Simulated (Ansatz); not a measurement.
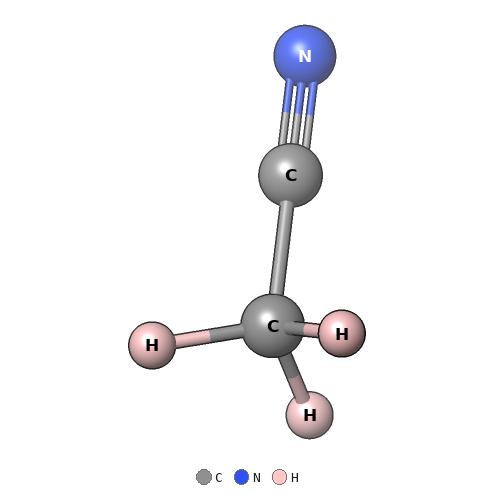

Orthographic view. Distant atoms are faded towards the background colour. Computed geometry: PBE0-D4/def2-TZVP optimisation.

Write the InChI string.

InChI=1S/C2H3N/c1-2-3/h1H3
